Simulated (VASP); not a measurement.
Band structure of RuTe (relaxed from the CsCl type structure, space group Pm-3m). These are r2SCAN meta-GGA, VASP's PBE PAW potentials (set 64) (plane waves; VASP 6.6.1) values and carry that method's errors.

Unless said otherwise, spin-orbit coupling is left out, though it shifts the bands of the heavy elements here.

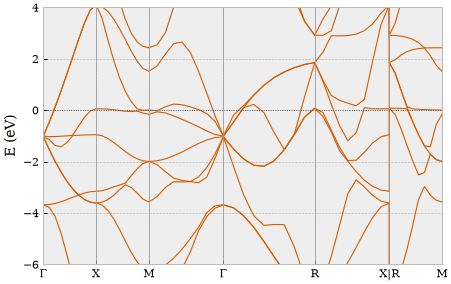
*Bands along high-symmetry lines, zero at the valence-band maximum or, without a gap, the Fermi level*

Problem. Read the plot: is there a gap, and where are the band edges?

Solution. It has no gap at this level: it comes out as a metal or semimetal.

The structure was generated: RuTe was put into the CsCl type type (Pm-3m), which need not be its known phase. It was relaxed first, which changed the volume by -29 %.
